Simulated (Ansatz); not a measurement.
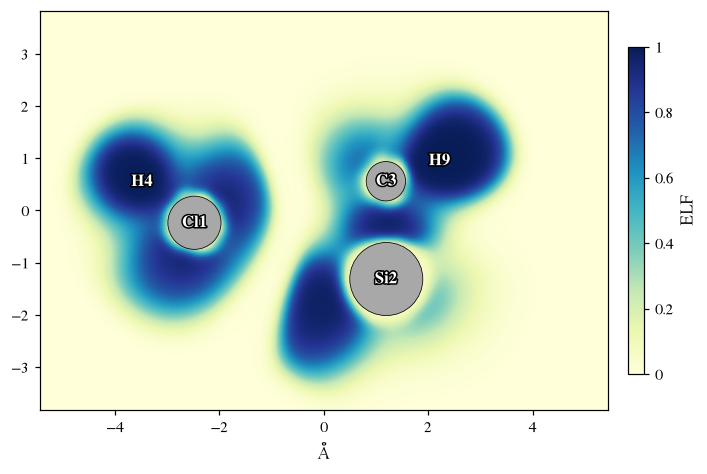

HCl···CH$_{5}$Si (doublet). Electron localisation function on the plane of atoms Si2, C3 and H9. Grey discs cover the atomic cores.

The product side of a reaction path; geometry: PBE0-D4/def2-TZVP.

All numbers below come from UKS PBE0-D4/def2-TZVPP (Ansatz).

```xyz
9

Cl    1.5311    0.9399    2.2632
Si   -0.5877   -1.2763   -0.0314
C    -0.3180    0.3368   -0.9458
H     2.1894    1.9670    2.6514
H     0.0057   -2.4341   -0.7589
H    -2.0333   -1.5377    0.2211
H    -0.7327    1.1734   -0.3806
H     0.7476    0.5223   -1.0924
H    -0.8022    0.3087   -1.9267
```

Question: Read the bonding off the picture.

Answer: The section cuts through Cl, Si, C and H sites.
Si2···Cl1 (3.83 Å): the ELF dips to about 0 between them (a non-bonded, intermolecular contact).
C–Si (1.87 Å): the ELF peaks at about 0.95 between the atoms: a covalent bond.
C–H (1.09 Å): the ELF climbs to about 1 towards the hydrogen, as it does in any bond to H (a covalent bond by its length).
Cl–H (1.28 Å): the ELF climbs to about 1 towards the hydrogen (an ordinary covalent bond to hydrogen).
The ELF also peaks beside Cl1, away from the bonds: non-bonding electrons, paired or unpaired.
